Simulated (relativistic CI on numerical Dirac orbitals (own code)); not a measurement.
Run report: Nb⁴⁺, relativistic CI calculation

Nb⁴⁺. Computed at this level: Dirac-Coulomb-Breit CI, KLI orbitals optimised for each configuration, model QED (radiative potential, 1s self-energy scaled to tabulated hydrogen-like ionisation energies), valence Slater integrals scaled by 0.65, one configuration in a parametric crystal field (relativistic CI on numerical Dirac orbitals, in-house).

The input:
```
atom Nb  Z=41  charge=4  electrons=37
nucleus A=93  rms_radius_fm=4.3240
hamiltonian dirac-coulomb  breit=on  qed=on  c_scale=1
orbitals kli  potential=per-configuration
slater_scale 0.65
correlation none
mixing on
configurations
  [Kr] 4d
end
crystal_field Td 10Dq=-15600
```

The program writes its results to a structured record and prints no log; tables and figures of this report are taken from that record.

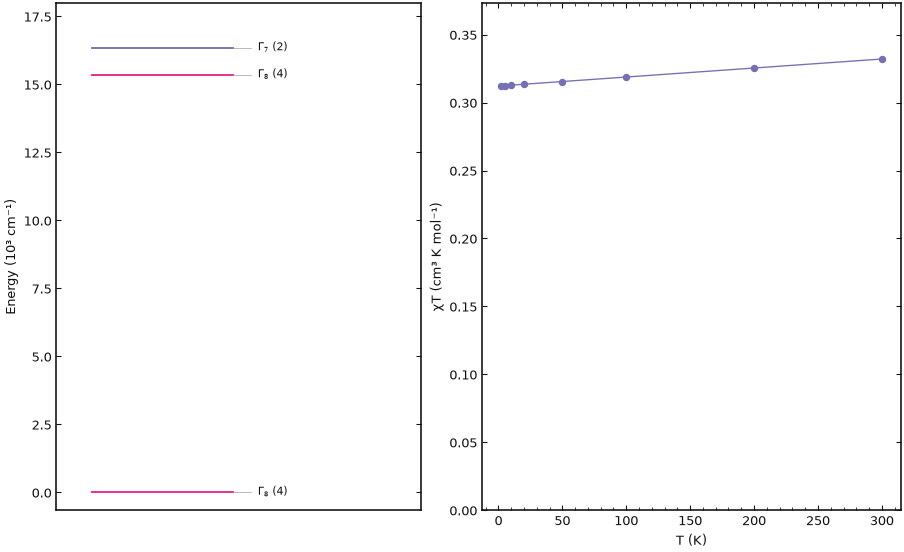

Figure 1. Nb⁴⁺ (4d) in a field of Td symmetry with 10Dq = −15,600 cm⁻¹. Labels give the double-group representation and, in brackets, the degeneracy; the lowest 3 of 3 levels are drawn. One open-shell configuration in a parametric field without covalency; powder susceptibility by Van Vleck's formula. The ground level is Γ₈, a quartet, with total spin S = 0.50 (from expectation values). The next level lies at 15,300 cm⁻¹ (Γ₈). The field lowers the ground state by 8,370 cm⁻¹ against the free ion. χT is 0.312 cm³ K mol⁻¹ at 2 K, 0.315 at 50 K and 0.332 at 300 K, an effective moment of 1.63 μB at room temperature.

Results in brief:

```
       quantity                      value
        outcome                  converged
levels computed                          3
       hardware  1 CPU thread, shared host
```
